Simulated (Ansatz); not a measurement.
**CH₆O₂Si₂: density, localisation and related maps**

Input file:

```
crystal:
  periodic: [false, false, false]
  atoms:
    - { symbol: O, position_ang: [-1.2072, 1.937, 0.5347] }
    - { symbol: Si, position_ang: [0.0254, 1.0144, 0.1581] }
    - { symbol: C, position_ang: [-0.0076, -0.6876, 0.9283] }
    - { symbol: Si, position_ang: [0.5379, -1.1131, -0.8442] }
    - { symbol: O, position_ang: [-0.2092, 0.3137, -1.3486] }
    - { symbol: H, position_ang: [-1.925, 2.0691, -0.1774] }
    - { symbol: H, position_ang: [-0.35853, 1.01854, -2.02757] }
    - { symbol: H, position_ang: [-0.9121, -1.031, 1.2658] }
    - { symbol: H, position_ang: [0.8005, -0.869, 1.7291] }
    - { symbol: H, position_ang: [1.9229, -1.1599, -1.0986] }
    - { symbol: H, position_ang: [-0.3021, -2.2794, -1.3548] }
basis:
  gaussian: { orbitals: def2-SVP }
hamiltonian:
  xc: pbe
relax:
  f_tol: 0.02
  max_steps: 50
output:
  orbitals: {}
```

Run with:

```sh
ansatz run input.yaml --threads 2 --pin off --max-ram 3072MiB --backend cpu --events-out ev --progress --plain --runs-dir out
```

The fields are those of the relaxed geometry.

Theory: Ansatz 0.2.0, RKS PBE/def2-SVP.

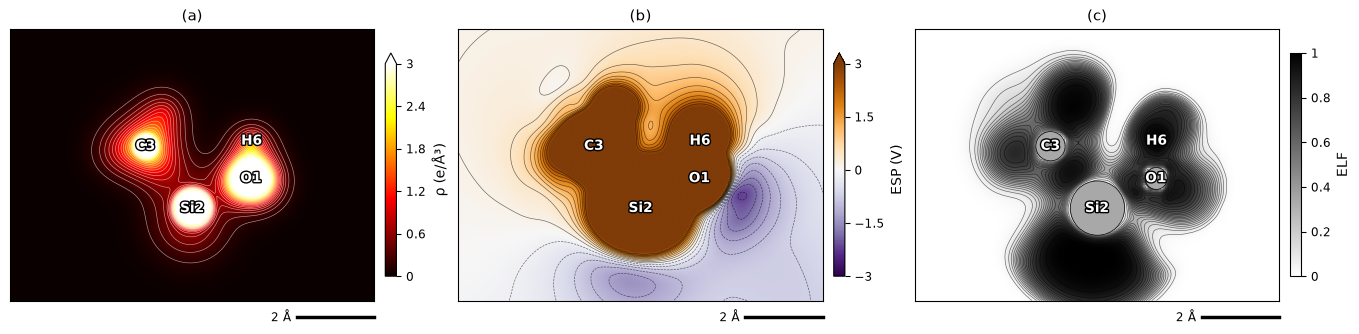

Figure 1. (a) total electron density; (b) molecular electrostatic potential; (c) ELF on the plane of atoms O1, Si2 and C3. Grey discs cover the atomic cores in the ELF map.

Interpret the plot.

Answer.
- The plane passes through O, Si, C and H nuclei.
- Si–O (1.70 Å): ρ is about 0.99 e/Å³ halfway; the ELF peaks at about 0.90 between the atoms; a polar covalent bond.
- O–H (0.98 Å): ρ at the midpoint is about 3.5 e/Å³; the ELF climbs to about 1 towards the hydrogen, as it does in any bond to H: a covalent bond by its length.
- C–Si (2.00 Å): ρ at the midpoint is about 0.76 e/Å³; the ELF peaks at about 0.95 between the atoms, as expected for localised, covalent bonding.
- The ELF also peaks beside Si2 and O1, away from the bonds: lone-pair regions.
- Outside the dense part of the molecule the potential is most negative (−2.2 V) near O1.

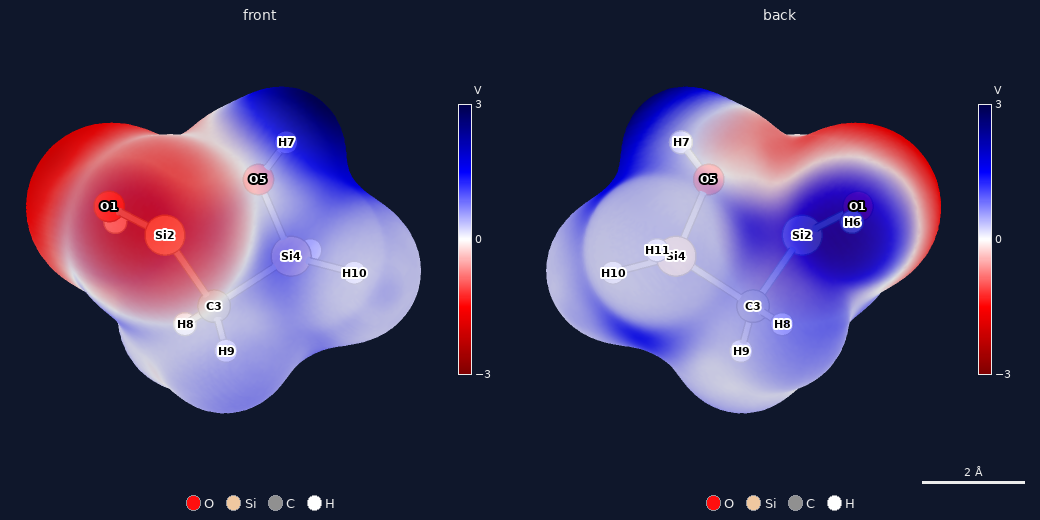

Figure 2. The electrostatic potential painted on the density surface at 0.002 e/bohr³, seen from the front and from behind; the colour scale runs from red (negative) to blue (positive).

Where is the surface potential most negative and most positive?

Answer. The most negative region (about −1.8 V) lies over O1, the most positive (about +2.8 V) over H7. O1 is the likeliest acceptor of a hydrogen bond.

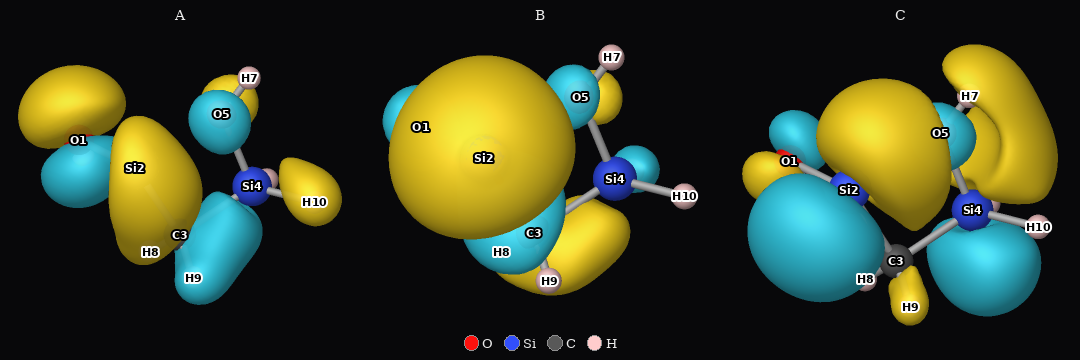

Figure 3. Three frontier orbitals at ±0.08 Å⁻³ᐟ² (yellow and cyan are the two phases), in no order.

Which picture is the HOMO−1, the HOMO and the LUMO?

Answer. A is the HOMO−1 (−6.93 eV). By Hirshfeld shares it lies mainly on O1 (about 50 %), Si2 (about 15 %) and C3 (about 15 %). B is the HOMO (−4.75 eV). Its weight (Hirshfeld) is mainly on Si2 (about 65 %) and C3 (about 15 %). C is the LUMO (−1.45 eV). By Hirshfeld shares it lies mainly on Si2 (about 45 %), Si4 (about 20 %), O5 (about 10 %), O1 (about 10 %) and H7 (about 5 %).

What is the HOMO–LUMO gap?

Answer. 3.30 eV between the orbital energies.

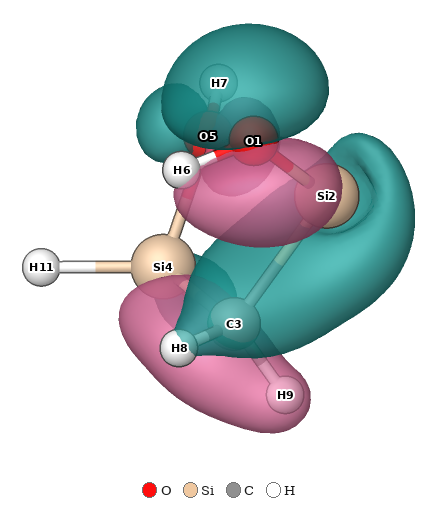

Figure 4. The HOMO−1 at ±0.1 Å⁻³ᐟ² (teal and pink are the two phases), seen at an oblique angle.

Describe this orbital and give its energy.

Answer. Its weight (Hirshfeld) is mainly on O1 (about 50 %), Si2 (about 15 %) and C3 (about 15 %). Its energy is −6.93 eV.
